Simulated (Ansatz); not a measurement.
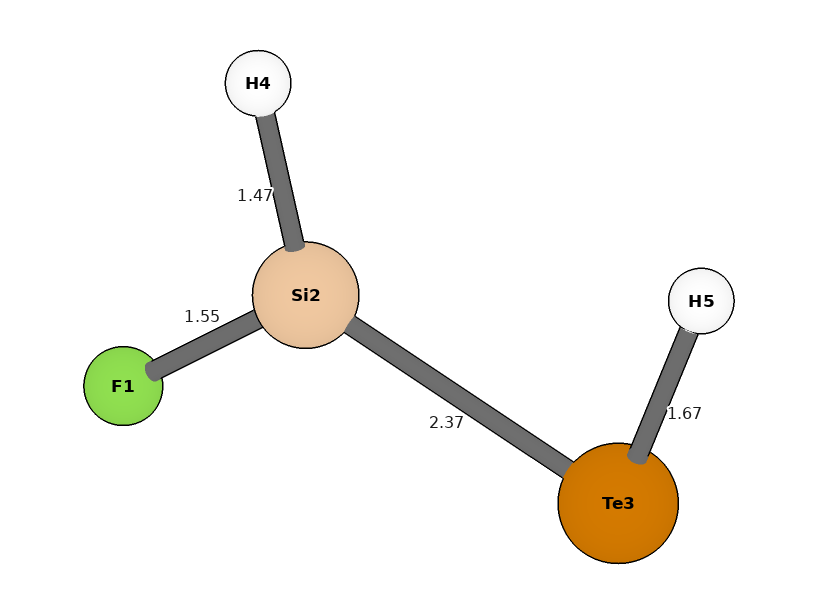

Bond lengths are marked in Å; every bond is drawn as one stick. The species has charge +1 and is a spin singlet. Computed geometry: PBE0-D4/def2-TZVP optimisation. No frequency run is at hand to confirm it as a minimum.

**Assign a bond order to each marked bond.**

F1–Si2 single; Si2–Te3 single; Si2–H4 single; Te3–H5 single. This is one Lewis structure.

**Write the SMILES.**

F[SiH+][TeH]
